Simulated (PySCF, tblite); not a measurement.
# C6H11FO: a rotation path, then NMR shifts on frames

How do NMR shifts of C6H11FO (`CCOC1(F)CCC1`) change as the atoms move?

Programs: tblite 0.8.0 and PySCF 2.14.0, with density-fitted response routines of our own. Each step states its level of theory. These are calculated values for one molecule in the gas phase, unless marked as measured. Atoms are numbered from 0 throughout.

## 1. The starting structure

19 atoms, charge 0, multiplicity 1; geometry from: GFN2-xTB.

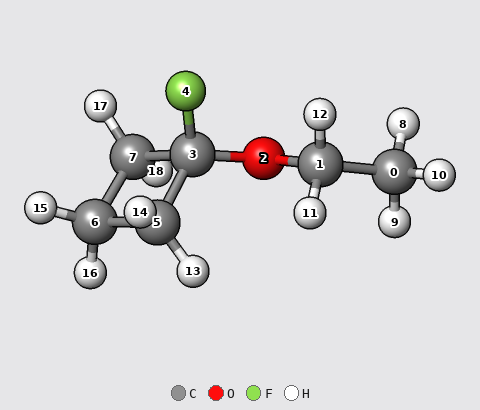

The starting geometry (carbon grey, oxygen red, fluorine green, hydrogen white), atoms numbered.

## 2. The rotation path with GFN2-xTB

The job: settings as JSON, then the geometry in Å.

```
{"job": {"kind": "neb", "xc": "GFN2-xTB", "basis": "xTB", "atoms": [0, 1, 2, 3], "turn": 120}, "charge": 0, "multiplicity": 1}
C     -2.902991    -0.424327     0.647856
C     -1.737483    -0.230856    -0.305294
O     -0.669180     0.366435     0.426608
C      0.490766     0.562475    -0.269894
F      0.236516     1.416325    -1.345663
C      1.323179    -0.653897    -0.724900
C      2.521818    -0.106894     0.070822
C      1.659770     1.056362     0.591154
H     -3.196219     0.533254     1.067798
H     -2.613108    -1.083961     1.460868
H     -3.746274    -0.856484     0.117232
H     -1.411564    -1.194616    -0.719875
H     -2.021873     0.426244    -1.136185
H      0.930509    -1.596287    -0.350511
H      1.459369    -0.712156    -1.801918
H      3.351159     0.211997    -0.555414
H      2.892974    -0.775270     0.843317
H      2.000167     2.053305     0.326133
H      1.422661     1.017601     1.650404
```

Method: GFN2-xTB climbing-image nudged elastic band, gas phase.

On the command line:

```
OMP_NUM_THREADS=1 python probes_run.py task.json out
```

This one command runs all jobs of the session in turn.

The program printed:

```text
image   E - E0 / eV
  0      -0.0000
  1       0.0055
  2       0.0164
  3       0.0290
  4       0.0346
  5       0.0254
  6       0.0098
  7       0.0062
  8       0.0131
```

Wall time 6.4 s (1 thread of AMD EPYC, shared host); peak memory 0.19 GiB.

The final band, with the dihedral C0–C1–O2–C3:

```
image  dihedral (°)  energy (eV)  energy (kcal/mol)
    0           177        0.000                0.0
    1           190        0.005                0.1
    2           202        0.016                0.4
    3           216        0.029                0.7
    4           231        0.035                0.8
    5           246        0.025                0.6
    6           260        0.010                0.2
    7           272        0.006                0.1
    8           285        0.013                0.3
```

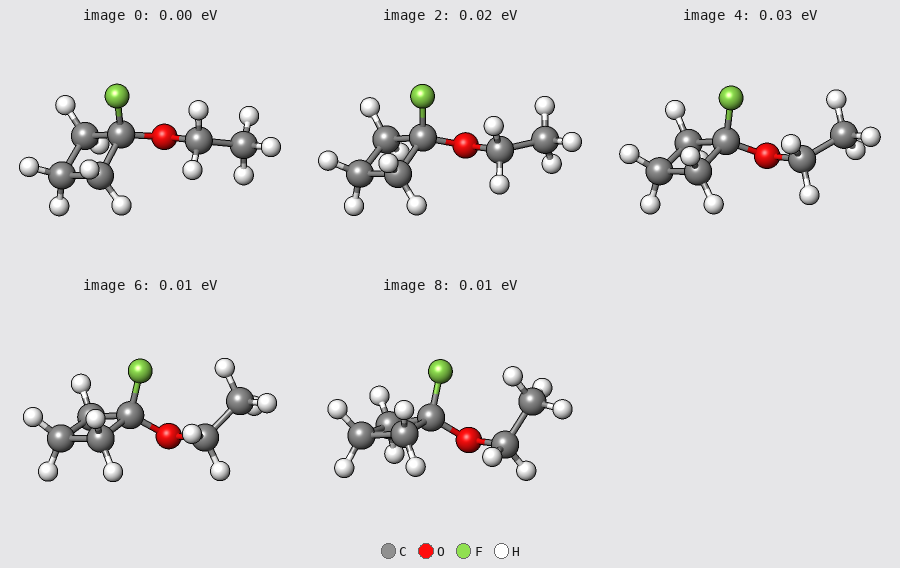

Images along the band.

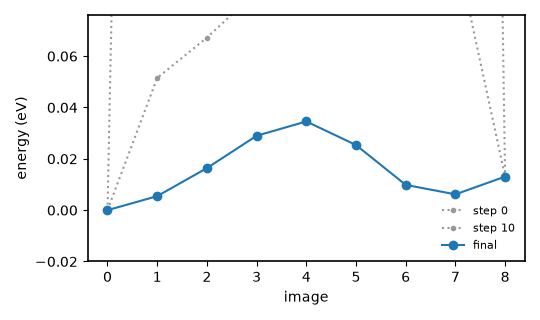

Energy along the band, early and final.

## 3. NMR shieldings: image 0, PBE0/pcSseg-1

The job: settings as JSON, then the geometry in Å.

```
{"job": {"kind": "nmr", "xc": "PBE0", "basis": "pcSseg-1", "pop": false}, "charge": 0, "multiplicity": 1}
C     -2.903000    -0.424300     0.647900
C     -1.737500    -0.230900    -0.305300
O     -0.669200     0.366400     0.426600
C      0.490800     0.562500    -0.269900
F      0.236500     1.416300    -1.345700
C      1.323200    -0.653900    -0.724900
C      2.521800    -0.106900     0.070800
C      1.659800     1.056400     0.591200
H     -3.196200     0.533300     1.067800
H     -2.613100    -1.084000     1.460900
H     -3.746300    -0.856500     0.117200
H     -1.411600    -1.194600    -0.719900
H     -2.021900     0.426200    -1.136200
H      0.930500    -1.596300    -0.350500
H      1.459400    -0.712200    -1.801900
H      3.351200     0.212000    -0.555400
H      2.893000    -0.775300     0.843300
H      2.000200     2.053300     0.326100
H      1.422700     1.017600     1.650400
```

With the program's defaults for keys left out, this is: GIAO PBE0/pcSseg-1 NMR shielding, non-relativistic, gas phase.

The program printed:

```text
coarse grid: 15512 points
cycle   1  E = -409.6256337391  dE =  1.006e+00  |g| = 7.515e-01  |ddm| = 3.755e+00
cycle   2  E = -409.5577154269  dE =  6.792e-02  |g| = 1.010e+00  |ddm| = 1.162e+00
cycle   3  E = -409.7301912070  dE = -1.725e-01  |g| = 8.051e-02  |ddm| = 6.761e-01
cycle   4  E = -409.7312461057  dE = -1.055e-03  |g| = 3.821e-02  |ddm| = 7.994e-02
cycle   5  E = -409.7315621231  dE = -3.160e-04  |g| = 5.650e-03  |ddm| = 3.084e-02
cycle   6  E = -409.7315667007  dE = -4.578e-06  |g| = 3.068e-03  |ddm| = 6.516e-03
final grid: 149152 points
cycle   7  E = -409.7995671820  dE = -4.312e-05  |g| = 1.372e-02  |ddm| = 3.147e-02
cycle   8  E = -409.7995284079  dE =  3.877e-05  |g| = 2.021e-02  |ddm| = 2.129e-02
cycle   9  E = -409.7996029369  dE = -7.453e-05  |g| = 1.364e-03  |ddm| = 1.316e-02
cycle  10  E = -409.7996033344  dE = -3.975e-07  |g| = 2.939e-04  |ddm| = 1.336e-03
cycle  11  E = -409.7996033495  dE = -1.505e-08  |g| = 1.136e-04  |ddm| = 2.788e-04
cycle  12  E = -409.7996033512  dE = -1.733e-09  |g| = 3.253e-05  |ddm| = 8.078e-05
cycle  13  E = -409.7996033514  dE = -1.680e-10  |g| = 4.832e-06  |ddm| = 2.533e-05
converged SCF energy = -409.7996033514

GIAO shielding tensors (ppm)
atom      isotropic    diamagn.    paramagn.     s11        s22        s33       span
  0 C      169.671     246.804     -77.133    155.020    167.814    186.178     31.157
  1 C      126.452     246.037    -119.586     97.617    114.439    167.299     69.682
  2 O      215.585     400.738    -185.153    157.404    215.127    274.223    116.819
  3 C       68.901     240.696    -171.794     49.344     52.308    105.052     55.708
  4 F      294.425     478.616    -184.191    220.850    289.285    373.139    152.289
  5 C      152.191     252.280    -100.089    133.891    145.208    177.474     43.584
  6 C      177.117     252.248     -75.131    166.070    181.534    183.747     17.677
  7 C      148.855     250.880    -102.025    131.355    136.720    178.490     47.135
  8 H       30.265      29.103       1.162     26.186     28.580     36.029      9.843
  9 H       30.380      29.915       0.466     26.250     28.847     36.045      9.796
 10 H       30.688      27.227       3.461     26.620     27.734     37.711     11.091
 11 H       28.151      32.340      -4.189     23.296     29.390     31.767      8.471
 12 H       27.812      31.212      -3.400     22.122     29.078     32.237     10.115
 13 H       29.239      32.539      -3.300     25.209     29.332     33.175      7.966
 14 H       29.225      31.291      -2.066     25.700     27.896     34.080      8.380
 15 H       29.878      29.334       0.544     26.411     26.882     36.342      9.931
 16 H       30.040      29.825       0.215     26.334     27.217     36.570     10.236
 17 H       29.066      30.165      -1.099     25.753     27.357     34.087      8.334
 18 H       29.193      31.102      -1.908     25.902     28.206     33.473      7.571
```

Run time: 69 s. Hardware: 1 thread of AMD EPYC, shared host; peak memory 0.85 GiB.

The references, computed at this level on geometries of the same kind, shield at (ppm): 1H TMS 31.72, 13C TMS 186.9, 19F CFCl3 170.9, 17O H2O 336.1. Their shielding less the atom's gives the shift. The references are single molecules in the gas phase, so shifts against H2O, NH3, PH3, H3PO4 or CFCl3 are not on the usual liquid scales and can be off by tens of ppm. Each atom is listed at this fixed geometry, with no averaging over motion; a spectrum would average atoms that exchange fast.

```
atoms                                     environment  σ (ppm)  δ (ppm)
   C3  fully substituted sp3 carbon bonded to F and O     68.9    118.0
   C1                             sp3 CH2 bonded to O    126.5     60.5
   C7                               sp3 CH2 in a ring    148.9     38.1
   C5                               sp3 CH2 in a ring    152.2     34.7
   C0                                   methyl carbon    169.7     17.3
   C6                               sp3 CH2 in a ring    177.1      9.8
  H12              hydrogen on an sp3 CH2 bonded to O    27.81     3.90
  H11              hydrogen on an sp3 CH2 bonded to O    28.15     3.57
  H17                hydrogen on an sp3 CH2 in a ring    29.07     2.65
  H18                hydrogen on an sp3 CH2 in a ring    29.19     2.52
  H14                hydrogen on an sp3 CH2 in a ring    29.23     2.49
  H13                hydrogen on an sp3 CH2 in a ring    29.24     2.48
  H15                hydrogen on an sp3 CH2 in a ring    29.88     1.84
  H16                hydrogen on an sp3 CH2 in a ring    30.04     1.68
   H8                     hydrogen on a methyl carbon    30.27     1.45
   H9                     hydrogen on a methyl carbon    30.38     1.34
  H10                     hydrogen on a methyl carbon    30.69     1.03
   O2                                    ether oxygen    215.6    120.5
   F4                       fluorine on an sp3 carbon    294.4   -123.5
```

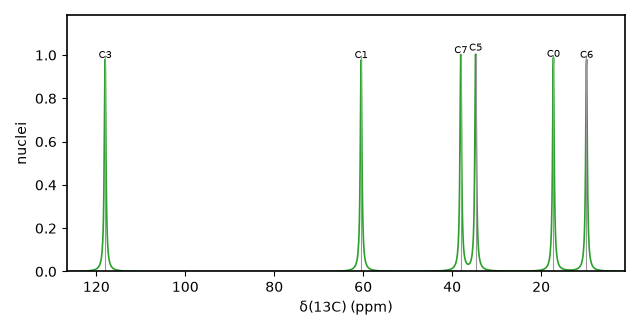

13C lines at the computed shifts, without couplings. Lines are broadened to a width of 0.43 ppm (Lorentzian).

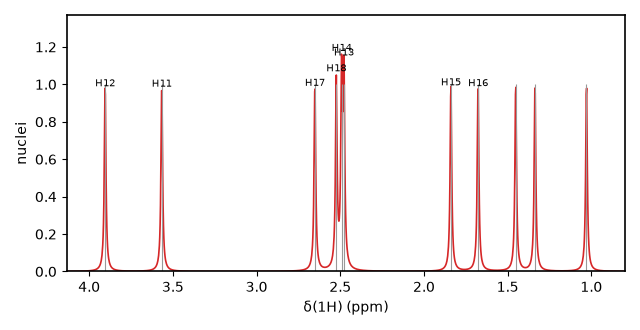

1H lines at the computed shifts, without couplings. Lines are broadened to a width of 0.01 ppm (Lorentzian).

Ring of atoms C3, C5, C6, C7: NICS(0) 0.0, NICS(1) -0.6, NICS(1)zz 2.7 ppm (means of both faces).

The fields below are evaluated on a grid from the run's orbitals.

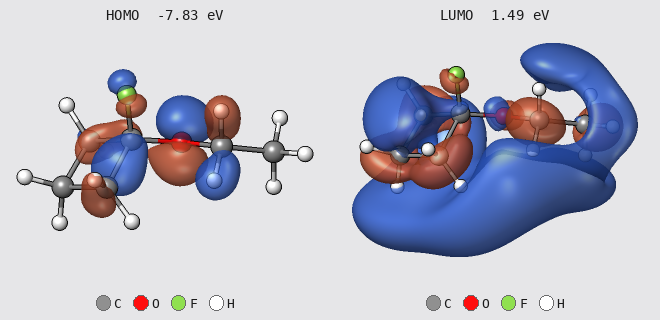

Frontier orbitals at PBE0/pcSseg-1; each surface holds 70 % of the orbital's density, blue and red mark the sign.

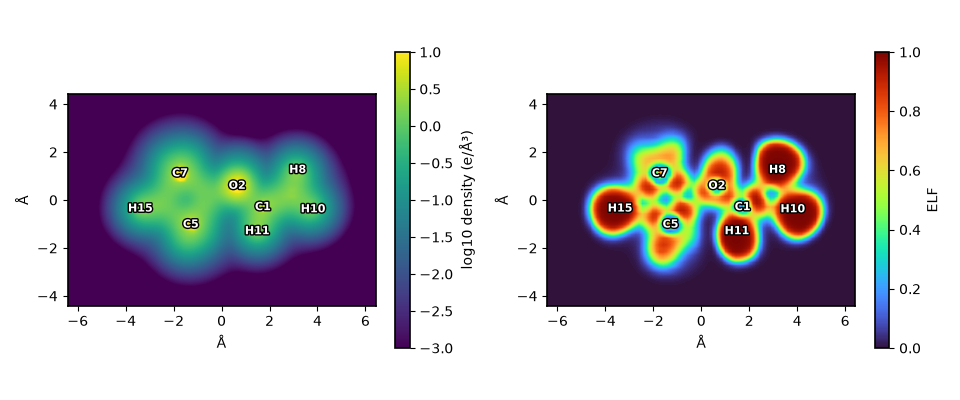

Density (left) and ELF (right) in a plane through or near 8 of the atoms.

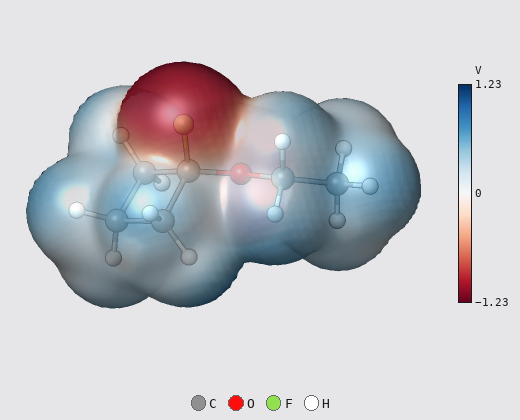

The potential that a unit positive charge feels on the 0.002 e/bohr³ surface, from -1.23 V near O2 to 0.73 V near H13.

## 4. Shielding tensors: image 2, PBE0/pcSseg-1

The job: settings as JSON, then the geometry in Å.

```
{"job": {"kind": "nmr", "xc": "PBE0", "basis": "pcSseg-1", "pop": false}, "charge": 0, "multiplicity": 1}
C     -2.979000    -0.267300     0.586600
C     -1.690000    -0.458400    -0.194800
O     -0.629600     0.163400     0.531800
C      0.476500     0.510600    -0.192100
F      0.107200     1.456600    -1.152600
C      1.364200    -0.582300    -0.820400
C      2.565200    -0.038300    -0.025800
C      1.654200     0.993100     0.663200
H     -3.168700     0.792700     0.729600
H     -2.900300    -0.740000     1.561700
H     -3.809300    -0.704300     0.039200
H     -1.466800    -1.527400    -0.318700
H     -1.780000     0.003700    -1.184300
H      1.054400    -1.586000    -0.541400
H      1.444600    -0.512700    -1.902500
H      3.334600     0.408300    -0.650500
H      3.027100    -0.756700     0.646700
H      1.909500     2.035900     0.495900
H      1.476400     0.818500     1.720600
```

With the program's defaults for keys left out, this is: GIAO PBE0/pcSseg-1 NMR shielding, non-relativistic, gas phase.

The program printed:

```text
coarse grid: 15512 points
cycle   1  E = -409.6250759528  dE =  1.002e+00  |g| = 7.523e-01  |ddm| = 3.752e+00
cycle   2  E = -409.5567833547  dE =  6.829e-02  |g| = 1.011e+00  |ddm| = 1.170e+00
cycle   3  E = -409.7298096534  dE = -1.730e-01  |g| = 8.082e-02  |ddm| = 6.805e-01
cycle   4  E = -409.7308768073  dE = -1.067e-03  |g| = 3.813e-02  |ddm| = 8.028e-02
cycle   5  E = -409.7311936421  dE = -3.168e-04  |g| = 5.527e-03  |ddm| = 3.074e-02
cycle   6  E = -409.7311980293  dE = -4.387e-06  |g| = 3.027e-03  |ddm| = 6.397e-03
final grid: 149152 points
cycle   7  E = -409.7988799231  dE = -4.197e-05  |g| = 1.346e-02  |ddm| = 3.321e-02
cycle   8  E = -409.7988417960  dE =  3.813e-05  |g| = 1.994e-02  |ddm| = 2.093e-02
cycle   9  E = -409.7989139970  dE = -7.220e-05  |g| = 1.307e-03  |ddm| = 1.300e-02
cycle  10  E = -409.7989143658  dE = -3.688e-07  |g| = 2.772e-04  |ddm| = 1.297e-03
cycle  11  E = -409.7989143793  dE = -1.357e-08  |g| = 1.140e-04  |ddm| = 2.744e-04
cycle  12  E = -409.7989143811  dE = -1.762e-09  |g| = 3.007e-05  |ddm| = 7.883e-05
cycle  13  E = -409.7989143812  dE = -1.463e-10  |g| = 4.786e-06  |ddm| = 2.542e-05
converged SCF energy = -409.7989143812

GIAO shielding tensors (ppm)
atom      isotropic    diamagn.    paramagn.     s11        s22        s33       span
  0 C      169.317     246.379     -77.062    154.055    167.725    186.170     32.115
  1 C      126.545     246.518    -119.973     96.395    114.185    169.055     72.660
  2 O      217.190     400.748    -183.557    159.381    215.434    276.756    117.376
  3 C       69.458     239.730    -170.271     50.399     53.471    104.505     54.107
  4 F      295.645     478.714    -183.069    205.159    298.049    383.727    178.568
  5 C      152.659     252.641     -99.982    133.566    145.898    178.514     44.948
  6 C      177.246     252.550     -75.304    165.925    181.866    183.947     18.022
  7 C      148.727     251.061    -102.334    130.825    136.863    178.493     47.668
  8 H       30.331      29.382       0.949     26.192     28.963     35.838      9.646
  9 H       30.281      29.282       0.999     26.233     28.480     36.130      9.897
 10 H       30.725      27.208       3.517     26.618     27.759     37.798     11.180
 11 H       27.982      31.895      -3.913     22.690     28.877     32.377      9.687
 12 H       27.850      31.844      -3.994     22.545     29.342     31.664      9.119
 13 H       29.223      32.511      -3.288     25.217     29.257     33.197      7.979
 14 H       29.273      31.362      -2.089     25.794     27.956     34.068      8.275
 15 H       29.904      29.368       0.536     26.395     26.964     36.352      9.957
 16 H       30.052      29.745       0.308     26.339     27.217     36.601     10.262
 17 H       29.038      30.299      -1.262     25.711     27.379     34.023      8.312
 18 H       29.191      31.136      -1.945     25.851     28.261     33.460      7.609
```

It took 51 s on 1 thread of AMD EPYC, shared host; peak memory 0.87 GiB.

Key values: δ C3 117.5, C1 60.4, C7 38.2, C5 34.3, H12 3.87, H11 3.74 ppm.

(Part 1 of 2 ends here.)
